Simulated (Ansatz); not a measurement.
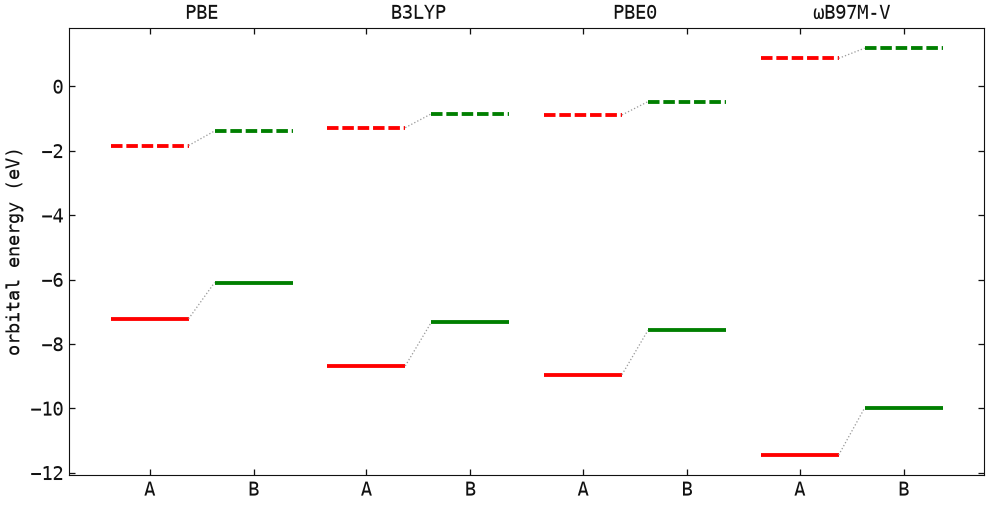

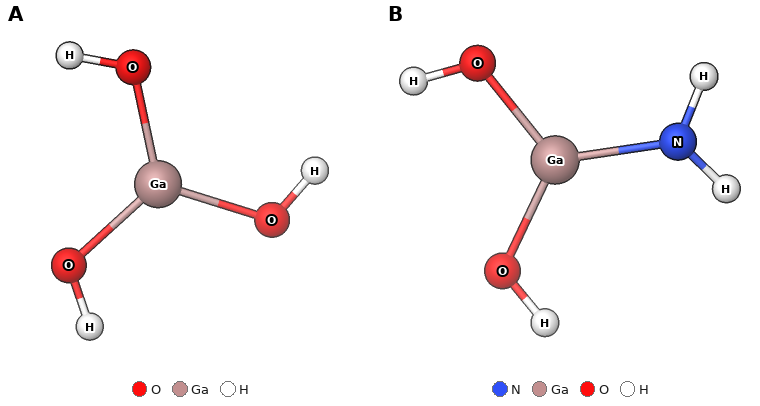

One change: A, GaH₃O₃ (SMILES [OH][Ga]([OH])[OH]), becomes B, GaNH₄O₂ (SMILES [NH2][Ga]([OH])[OH]). OH on Ga is replaced by NH₂. HOMO (solid) and LUMO (dashed) computed in def2-TZVPP at PBE0-D4/def2-TZVP geometries, both minima by their frequencies, gas phase, the Ansatz code. Empty levels above zero depend strongly on the basis.

> What does the change do to HOMO and LUMO?

PBE: the HOMO rises by 1.13 eV, the LUMO rises by 0.45 eV, and the separation goes from 5.38 to 4.71 eV. B3LYP: the HOMO rises by 1.35 eV, the LUMO rises by 0.43 eV, and the separation goes from 7.40 to 6.48 eV. PBE0: the HOMO rises by 1.38 eV, the LUMO rises by 0.41 eV, and the separation goes from 8.07 to 7.10 eV. ωB97M-V: the HOMO rises by 1.46 eV, the LUMO rises by 0.32 eV, and the separation goes from 12.32 to 11.17 eV.

> Do the functionals agree on the effect?

They agree on the direction for both levels; the HOMO shift lies between 1.13 and 1.46 eV and the LUMO shift between 0.32 and 0.45 eV, while the separations themselves differ by up to 6.9 eV between functionals.
